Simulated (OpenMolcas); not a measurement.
# Ge2SiH8 (SMILES [GeH3][SiH2][GeH3]): levels of theory compared

Wanted: a comparison of 6 runs (B2PLYP/cc-pVDZ, M06-L/cc-pVDZ, PBE/cc-pVDZ, TPSS/cc-pVDZ, r2SCAN/cc-pVDZ, revPBE/cc-pVDZ) of Ge2SiH8. 

The results are computed with OpenMolcas 26.06.

1 further run of the same task is left out (set aside as unsound or not needed).

### 1 The structure to begin with

The species is Ge2SiH8 (11 atoms), meant as a singlet with charge 0. As SMILES, `[GeH3][SiH2][GeH3]`. The shape is that of a PBE0-D4/def2-TZVP optimisation.

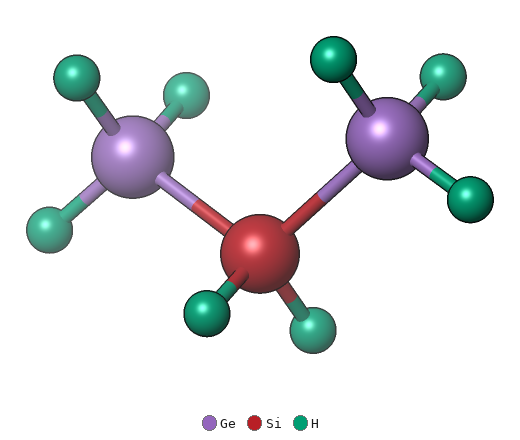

The structure, seen from a chosen angle (germanium purple, silicon red, hydrogen teal).

### 2 A single-point energy at B2PLYP/cc-pVDZ (run 1)

Input file mol.inp:

```
>>> EXPORT MOLCAS_PRINT=2

&gateway
 baslib=$CurrDir
 basisset
 Ge.cc-pVDZ....
 Ge1 -1.314800 1.329100 -0.648100 angstrom
 Ge3 1.631200 -0.735900 0.880400 angstrom
 End of Basis
 basisset
 Si.cc-pVDZ....
 Si2 -0.420300 -0.850100 -0.318100 angstrom
 End of Basis
 basisset
 H.cc-pVDZ....
 H4 -2.643400 1.277800 -1.421300 angstrom
 H5 -0.321200 2.193400 -1.442700 angstrom
 H6 -1.566300 2.008100 0.708900 angstrom
 H7 -0.189900 -1.498600 -1.638400 angstrom
 H8 -1.395700 -1.678400 0.443000 angstrom
 H9 1.405900 -0.077200 2.251900 angstrom
 H10 2.652000 0.110600 0.101200 angstrom
 H11 2.227800 -2.135700 1.103800 angstrom
 End of Basis

&seward
 gridinput
 Grid=UltraFine
 End of Grid

&scf
 ksdft=B2PLYP_SCF
 thresholds=1e-10 1e-07 1e-07 1e-05
 prorbitals=1

&mbpt2
 frozen=23
```

The basis set cc-pVDZ is read from a file made from the Basis Set Exchange's data (not shown).

Launch:

```sh
$ export MOLCAS_MEM=1860
$ pymolcas mol.inp > mol.log
```

Log:

```text
--- Start Module: gateway ---
[...]
--- Stop Module: gateway /rc=_RC_ALL_IS_WELL_ ---
[...]
      Basis functions          112
[...]
--- Start Module: scf ---
[...]
       Convergence after  12 Iterations
[...]
::    Total KS-DFT energy                           -4447.1393561481
[...]
      Total spin, S                                     0.0000000000
[...]
      Total electronic charge=   86.000000
      Total            charge=   -0.000000
[...]
      Dipole Moment (debye):
      Origin of the operator (angstrom)=    0.0642    0.1102    0.0456
                   X= -8.1561E-02               Y= -1.6217E-01               Z= -6.1354E-02           Total=  1.9161E-01
      Quadrupole Moment (debye*angstrom):
[...]
--- Stop Module: scf /rc=_RC_ALL_IS_WELL_ ---
[...]
--- Start Module: mbpt2 ---
[...]
 ###    WARNING: MP2 implementation intended for RHF references only         ###
 ###############################################################################
MBPT2 WARNING: Reference function according to RunFile:KS-DFT
I'll assume you know what you're doing and continue
WARNING!
Default frozen orbitals as non valence orbitals is overwritten by user input.
Default values:  30
[...]
       Reference weight ( Cref**2 )         =        0.79831
::    Total MBPT2 energy                            -4447.5796043810
[...]
      Total MBPT2 calculations                           0.89      1.02
--- Stop Module: mbpt2 /rc=_RC_ALL_IS_WELL_ ---
[...]
```

Wall time 49 s (1 thread of AMD EPYC 7R43 (Zen 3), shared host); peak memory 0.67 GiB.

### 3 Energy and gradient at M06-L/cc-pVDZ (run 2)

Input file struct.xyz:

```xyz
11

Ge    -1.314800     1.329100    -0.648100
Si    -0.420300    -0.850100    -0.318100
Ge     1.631200    -0.735900     0.880400
H     -2.643400     1.277800    -1.421300
H     -0.321200     2.193400    -1.442700
H     -1.566300     2.008100     0.708900
H     -0.189900    -1.498600    -1.638400
H     -1.395700    -1.678400     0.443000
H      1.405900    -0.077200     2.251900
H      2.652000     0.110600     0.101200
H      2.227800    -2.135700     1.103800
```

Input file calc.input:

```
* Ge2H8Si Kohn-Sham DFT
>>> EXPORT MOLCAS_PRINT=2
&GATEWAY
BASLIB=$CurrDir
COORD=struct.xyz
BASIS=cc-pVDZ
GROUP=NoSym
&SEWARD
GRIDINPUT
Grid=UltraFine
End of Grid
&SCF
KSDFT=M06L
THRESHOLDS=1e-10 1e-07 1e-07 1e-05
PRORBITALS=1 2
&ALASKA
```

The basis set cc-pVDZ is read from a file made from the Basis Set Exchange's data (not shown).

Launch:

```sh
$ export MOLCAS_MEM=1860
$ pymolcas calc.input > calc.log
```

Log:

```text
--- Start Module: gateway ---
[...]
--- Stop Module: gateway /rc=_RC_ALL_IS_WELL_ ---
[...]
      Basis functions          112
[...]
--- Start Module: scf ---
[...]
       Convergence after  15 Iterations
[...]
::    Total KS-DFT energy                           -4448.1139200042
[...]
      Total spin, S                                     0.0000000000
[...]
      Total electronic charge=   86.000000
      Total            charge=   -0.000000
[...]
      Dipole Moment (debye):
      Origin of the operator (angstrom)=    0.0642    0.1102    0.0456
                   X= -4.5676E-02               Y= -9.1071E-02               Z= -3.4412E-02           Total=  1.0754E-01
      Quadrupole Moment (debye*angstrom):
[...]
--- Stop Module: scf /rc=_RC_ALL_IS_WELL_ ---
[...]
--- Start Module: alaska ---
[...]
 *              Molecular gradients               *
 **************************************************
  Irreducible representation: a
 ------------------------------------------------------------------------------------------
                              X                       Y                       Z
 ------------------------------------------------------------------------------------------
  GE1               7.81149978866580E-04   -4.87742012662551E-04    3.97096918804962E-04
  SI2              -1.73571330972067E-04   -3.24546572006312E-04   -1.19946504511859E-04
  GE3              -7.20228846017079E-04    5.28004294595874E-04   -3.61154346006032E-04
  H4                1.78351788520192E-03   -1.99233097243290E-04    1.01718098052039E-03
  H5               -1.34387021165150E-03   -1.31009492900613E-03    1.02240773242812E-03
  H6                3.04040476737377E-04   -1.06153418383315E-03   -1.82008519852683E-03
  H7               -2.38001000986920E-04    1.47285905659045E-03    2.44806067653425E-03
  H8                1.88969843671494E-03    1.79339281156432E-03   -1.21638387033407E-03
[...]
--- Stop Module: alaska /rc=_RC_ALL_IS_WELL_ ---
[...]
```

Run time: 92 s. Hardware: 1 thread of AMD EPYC 7R43 (Zen 3), shared host; peak memory 0.67 GiB.

Runs 3 to 5 aren't shown in full; the table further down has their settings and results.

### 4 Energy and gradient at revPBE/cc-pVDZ (run 6)

Input file test.input:

```
&GATEWAY
 BasLib
 $CurrDir
 Coord
 11
 angstrom
 Ge      -1.314800       1.329100      -0.648100
 Si      -0.420300      -0.850100      -0.318100
 Ge       1.631200      -0.735900       0.880400
 H       -2.643400       1.277800      -1.421300
 H       -0.321200       2.193400      -1.442700
 H       -1.566300       2.008100       0.708900
 H       -0.189900      -1.498600      -1.638400
 H       -1.395700      -1.678400       0.443000
 H        1.405900      -0.077200       2.251900
 H        2.652000       0.110600       0.101200
 H        2.227800      -2.135700       1.103800
 Basis
 cc-pVDZ
 Group
 NoSym

&SEWARD
 GridInput
 Grid=UltraFine
 End of Grid

&SCF
 KSDFT
 revPBE
 Thresholds
 1e-10 1e-07 1e-07 1e-05
 PrOrbitals
 0

&ALASKA
```

The basis set cc-pVDZ is read from a file made from the Basis Set Exchange's data (not shown).

Launch:

```sh
$ export MOLCAS_MEM=1860
$ pymolcas test.input > test.log
```

Log:

```text
--- Start Module: gateway ---
[...]
--- Stop Module: gateway /rc=_RC_ALL_IS_WELL_ ---
[...]
      Basis functions          112
[...]
--- Start Module: scf ---
[...]
       Convergence after  14 Iterations
[...]
::    Total KS-DFT energy                           -4447.8453913214
[...]
      Total spin, S                                     0.0000000000
[...]
      Total electronic charge=   86.000000
      Total            charge=   -0.000000
[...]
      Dipole Moment (debye):
      Origin of the operator (angstrom)=    0.0642    0.1102    0.0456
                   X= -4.8207E-02               Y= -9.5989E-02               Z= -3.6290E-02           Total=  1.1338E-01
      Quadrupole Moment (debye*angstrom):
[...]
--- Stop Module: scf /rc=_RC_ALL_IS_WELL_ ---
[...]
--- Start Module: alaska ---
[...]
 *              Molecular gradients               *
 **************************************************
  Irreducible representation: a
 ------------------------------------------------------------------------------------------
                              X                       Y                       Z
 ------------------------------------------------------------------------------------------
  GE1               4.16442811708606E-04   -4.65085663137188E-05    2.24950057559070E-04
  SI2              -1.14139885589104E-03   -2.24389026029925E-03   -8.46704315937252E-04
  GE3              -2.17384789454655E-04    3.62655700396175E-04   -8.44076872787980E-05
  H4                5.19932892591246E-03    1.25205120380112E-05    3.01153113804542E-03
  H5               -3.62588510470463E-03   -3.50842712455268E-03    3.05733961550470E-03
  H6                1.07824509590926E-03   -2.80472352031591E-03   -5.06648840305779E-03
  H7               -1.14660671083056E-03    3.73222714917798E-03    7.25155252289422E-03
  H8                5.41082467470577E-03    4.71336909861986E-03   -4.05893179077399E-03
[...]
--- Stop Module: alaska /rc=_RC_ALL_IS_WELL_ ---
[...]
```

It took 75 s on 1 thread of AMD EPYC 7R43 (Zen 3), shared host; peak memory 0.67 GiB.

### 5 Overview of the runs

```
run           level      task  frozen core orbitals   energy (Eh)  dipole moment (D)  HOMO energy (eV)  LUMO energy (eV)  wall time
  1  B2PLYP/cc-pVDZ    energy                    23  -4447.258223               0.19             -8.75              1.27       49 s
  2   M06-L/cc-pVDZ  gradient                     –  -4448.113920               0.11             -7.01             -0.26       92 s
  3     PBE/cc-pVDZ  gradient                     –  -4447.424925               0.11             -6.84             -0.70       88 s
  4    TPSS/cc-pVDZ  gradient                     –  -4448.220069               0.16             -6.99             -0.58       80 s
  5  r2SCAN/cc-pVDZ  gradient                     –  -4448.176263               0.12             -7.13             -0.49       84 s
  6  revPBE/cc-pVDZ  gradient                     –  -4447.845391               0.11             -6.81             -0.63       75 s
```

### 6 Summary of results

| quantity | value |
| --- | --- |
| run 6: total energy | -4447.84539 Eh |
| run 6: dipole moment | 0.11 D |
| run 6: HOMO energy | -6.81 eV |
| run 6: LUMO energy | -0.63 eV |
| run 6: HOMO–LUMO gap | 6.18 eV |
| run 6: largest force on an atom | 0.424 eV/Å |

In words: The dipole moment (its size) runs from 0.11 D (M06-L/cc-pVDZ) to 0.19 D (B2PLYP/cc-pVDZ). A double hybrid's value is that of its SCF part. The HOMO–LUMO gap runs from 6.14 eV (PBE/cc-pVDZ) to 10.02 eV (B2PLYP/cc-pVDZ). For B2PLYP the log adds the whole second-order term; the table takes 0.27 of it, as the functional is defined. Totals of different functionals can't be ranked against each other. All runs together took 7.8 min, the longest 92 s.
